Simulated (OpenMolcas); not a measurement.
**SiO (SMILES O=[Si]): methods side by side**

SiO: 2 atoms, total charge 0, spin state singlet. SMILES: `O=[Si]`. The coordinates come from a PBE0-D4/def2-TZVP relaxation.

```xyz
2

O    -0.6407    0.2315   -0.3240
Si    0.6407   -0.2315    0.3240
```

Quantity: the energy change with the O1–Si2 bond stretched from 1.509 to 2.640 Å, in eV. The values are calculated.

```
                     level                kind     program  value (eV)  less FCI/STO-3G  CPU time (all runs)
    HF/STO-3G (restricted)        Hartree–Fock  OpenMolcas        8.45            +2.03                3.8 s
 SVWN5/STO-3G (restricted)                 LDA  OpenMolcas        8.42            +2.00                5.6 s
   PBE/STO-3G (restricted)                 GGA  OpenMolcas        7.98            +1.56                 13 s
r2SCAN/STO-3G (restricted)            meta-GGA  OpenMolcas        8.70            +2.28                6.7 s
 B3LYP/STO-3G (restricted)       global hybrid  OpenMolcas        9.12            +2.70                6.6 s
  PBE0/STO-3G (restricted)       global hybrid  OpenMolcas        9.56            +3.14                6.2 s
                FCI/STO-3G  exact in the basis  OpenMolcas        6.42             0.00                4.1 s
```

FCI/STO-3G is exact within its basis and frozen core, so for wave-function methods in that basis the difference is their error; functionals converge differently with the basis, so for them it is only a difference. Spin-restricted single references rise too steeply as a bond breaks. The first shape isn't each level's own minimum. The values span 6.42 to 9.56 eV. All rows use very small basis sets, so even the best lies far from the true value. Times are those of the runs behind each value, whatever else they computed, on shared processors of several kinds: orders of magnitude only.

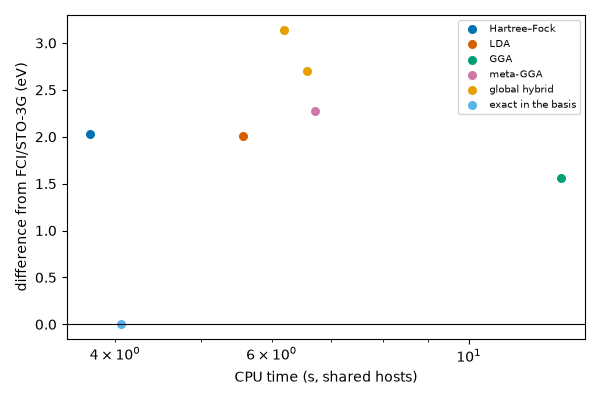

Difference from FCI/STO-3G against processor time, one point a level.
